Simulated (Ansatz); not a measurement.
Li2AlO2

The calculation's input:

```
crystal:
  lattice:
    - [2.7626394091, 0.0, 0.0]
    - [-1.3813197045, 2.3925159098, 0.0]
    - [0.0, 0.0, 7.1526013715]
  atoms:
    - { symbol: Li, position: [0.6666666667, 0.3333333333, 0.3262225517] }
    - { symbol: Li, position: [0.3333333333, 0.6666666667, 0.6737774483] }
    - { symbol: Al, position: [0.0, 0.0, 0.0] }
    - { symbol: O, position: [0.3333333333, 0.6666666667, 0.1421586921] }
    - { symbol: O, position: [0.6666666667, 0.3333333333, 0.8578413079] }
basis:
  ecutwfc: 420
kpoints:
  mp_grid: { grid: [12, 12, 4] }
hamiltonian:
  xc: pbe
scf:
  occupations: { method: gaussian, width: 0.1 }
output:
  forces: true
  stress: true
  eigenvalues: true
  write_density: true
  write_potential: true
  elf: true
  volumetric_format: npy
relax:
  adjacent_minimum: "off"
  f_tol: 0.01
  max_steps: 30
  cell: { stress_tol: 0.1, fix: [volume] }
```

Command:

```sh
ansatz run input.yaml --threads 1 --pin off --max-ram 2560MiB --backend cpu --events-out ev --progress --plain --runs-dir out
```

Below, planes, directions and counts refer to the conventional cell (a = 2.77 Å, b = 2.77 Å, c = 7.11 Å, α = 90.00°, β = 90.00°, γ = 120.00°).

The fields are those of the relaxed geometry.

Space group P-3m1; a generated structure, not necessarily the stable one; changed on purpose from its base cell (volume × 0.91, shape and atoms relaxed); computed pressure about 8 GPa in this cell; computed without spin polarisation.

These are results of DFT PBE, scalar-relativistic, plane waves, PAW in Ansatz 0.2.0, not measurements.

### Predict the valence pseudo-density and electron localisation function between the atoms.

Al–O (1.90 Å): the density is about 0.6 e/Å³ at the midpoint; the ELF peaks at about 0.85 in the valence shell of O, 0.6 Å from its nucleus, and is about 0.80 at the midpoint.
Li–O (2.07 Å): ρ at the midpoint is about 0.28 e/Å³; the ELF peaks at about 0.85 in the valence shell of O, 0.6 Å from its nucleus, and is about 0.50 at the midpoint.
The ELF has a maximum of about 0.85 in the space between the atoms, 2.0 Å from six Li atoms, on no atom or two-centre bond.

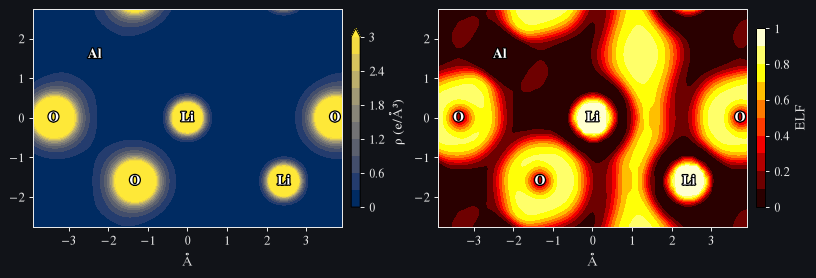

Computed valence pseudo-density and electron localisation function on the (110) plane of the conventional cell, in this order. 

In a PAW calculation such maps are meaningful between the atoms, not at the nuclei.
